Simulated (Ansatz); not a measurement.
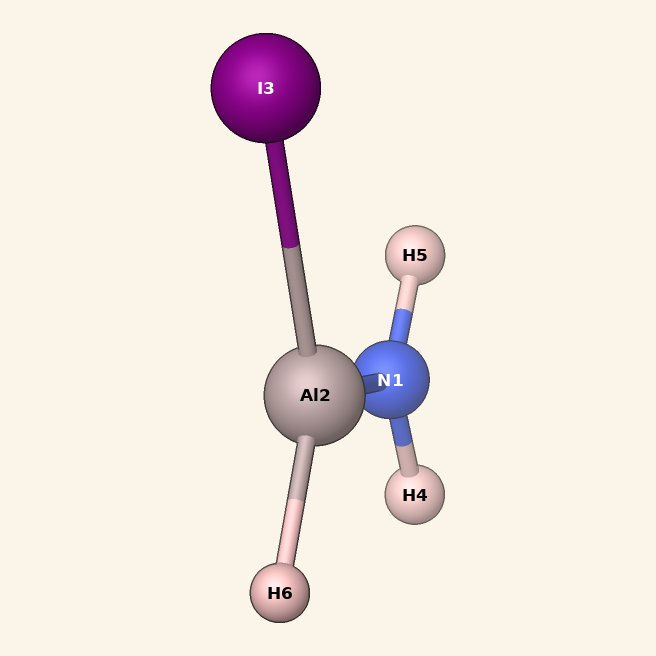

Figure made from data computed with Ansatz.

N1 lies behind Al2. The molecule seen a little off the Al2–N1 bond, Al2 in front. Distant atoms are faded towards the background colour. Geometry: moved along internal coordinates away from the minimum.

> What is the torsion angle I3–Al2–N1–H4? The sign is positive where the front bond must turn clockwise to cover the back bond.

180°, antiperiplanar (anti).
